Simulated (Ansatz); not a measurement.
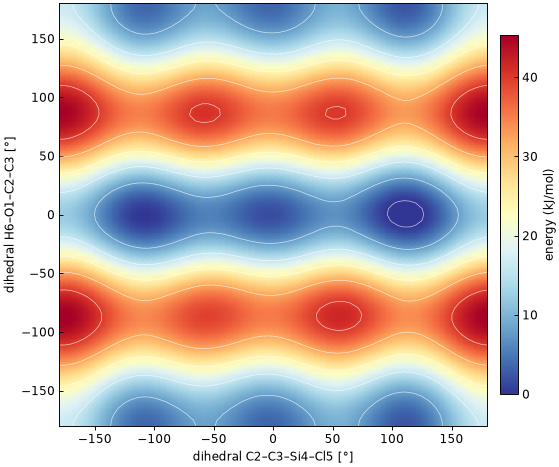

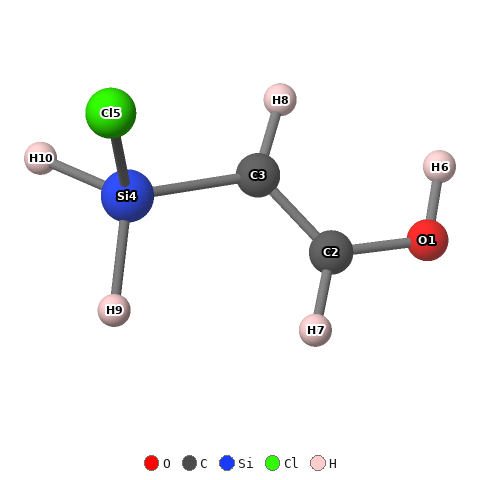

Energy landscape of C2H5ClOSi, SMILES OC=C[SiH2]Cl. The first coordinate is: dihedral C2–C3–Si4–Cl5; the second: dihedral H6–O1–C2–C3. Nothing is relaxed (all other coordinates rigid). The scan uses a 15 × 15 grid. Energies are in kJ/mol, from the lowest grid point. Computed with RKS r2SCAN-D4/def2-SVP in Ansatz.

Drawn: a smooth colour map with a few white contour lines. Between grid points the surface is interpolated. The second picture is the structure at the lowest point.

> What does the map say about the system?

The lowest grid point is at dihedral C2–C3–Si4–Cl5 = 108°, dihedral H6–O1–C2–C3 = 12°. The bottom of the well lies between grid points, at about dihedral C2–C3–Si4–Cl5 = 110°, dihedral H6–O1–C2–C3 = 0°, about 1.4 kJ/mol lower on the interpolated surface. Higher local minima lie near dihedral C2–C3–Si4–Cl5 = −108°, dihedral H6–O1–C2–C3 = −12° (1.4 kJ/mol above the lowest at that grid point); dihedral C2–C3–Si4–Cl5 = 108°, dihedral H6–O1–C2–C3 = −180° (2.2 kJ/mol above the lowest at that grid point); dihedral C2–C3–Si4–Cl5 = −12°, dihedral H6–O1–C2–C3 = 12° (3.4 kJ/mol above the lowest at that grid point). The highest grid point, dihedral C2–C3–Si4–Cl5 = −180°, dihedral H6–O1–C2–C3 = −84°, lies 45.3 kJ/mol above the lowest. On the interpolated surface the easiest way out of the lowest well to the well at about dihedral C2–C3–Si4–Cl5 = −5°, dihedral H6–O1–C2–C3 = 0° passes a barrier of about 8.3 kJ/mol, counted from the interpolated bottom of the well. Round the minimum the two coordinates are nearly uncoupled.

The input of one point:

```yaml
crystal:
  periodic: [false, false, false]
  atoms:
    - { symbol: O, position_ang: [-0.700333, 2.353447, -0.034709] }
    - { symbol: C, position_ang: [-0.192032, 1.143248, 0.268953] }
    - { symbol: C, position_ang: [0.158328, 0.791495, 1.522076] }
    - { symbol: Si, position_ang: [0.841636, -0.874466, 1.887436] }
    - { symbol: Cl, position_ang: [2.882683, -0.797917, 2.321921] }
    - { symbol: H, position_ang: [-0.589129, 2.949196, 0.716801] }
    - { symbol: H, position_ang: [-0.081653, 0.448056, -0.577537] }
    - { symbol: H, position_ang: [0.025026, 1.544893, 2.309314] }
    - { symbol: H, position_ang: [0.665319, -1.74167, 0.686266] }
    - { symbol: H, position_ang: [0.19779, -1.499836, 3.075687] }
basis:
  gaussian: { orbitals: def2-SVP }
hamiltonian:
  xc: r2scan
  dispersion: d4
output:
  forces: true
```

Each point was launched as `ansatz run input.yaml --threads 1 --pin off --max-ram 2560MiB --backend cpu --events-out ev --progress --plain --runs-dir out`. Time for the 225 points that were run: 27 min on 1 thread of Intel(R) Xeon(R) Processor @ 2.70GHz, on a shared host.
